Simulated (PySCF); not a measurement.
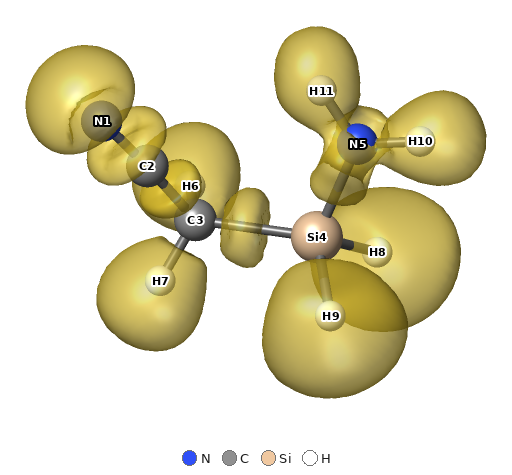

Figure. C2H6N2Si (SMILES N#CC[SiH2]N). Isosurface of the ELF at 0.8 (yellow), seen at a tilt. Only the valence region is drawn (cores and ρ < 0.01 e/Å³ removed).

Geometry: GFN2-xTB, MD frame at 250 fs, 300 K.

Theory: PySCF 2.14.0, PBE0/pcSseg-1, SCF density, gas phase, non-relativistic.

```xyz
11

N    -1.3027    2.4722   -0.9047
C    -1.2012    1.3624   -0.5163
C    -1.2275   -0.0629   -0.1724
Si    0.3687   -0.7864    0.7010
N     1.7388   -0.0499    0.0173
H    -1.3578   -0.5938   -1.1667
H    -2.1396   -0.2182    0.4252
H     0.6903   -2.2910    0.4458
H     0.2458   -0.7053    2.2093
H     2.6631   -0.3035    0.3569
H     1.6940    0.6883   -0.6946
```

**Identify the bonds, lone pairs and shells in this picture.**

At this value the surface marks out one region between bonded C–C atoms (shared pairs), one region between bonded C–N atoms (shared pairs), one region between bonded C–Si atoms (shared pairs), four regions around hydrogen nuclei, one lobe on N, pointing away from the bonds (lone pairs) and one joined region spread over several atoms (H, N), in which their bonds and any lone pairs are merged. Profiles from the grid: C–N (1.18 Å): the ELF peaks at about 0.85 between the atoms (a short, multiple covalent bond). C–C (1.47 Å): the ELF peaks at about 0.95 between the atoms (a covalent bond).
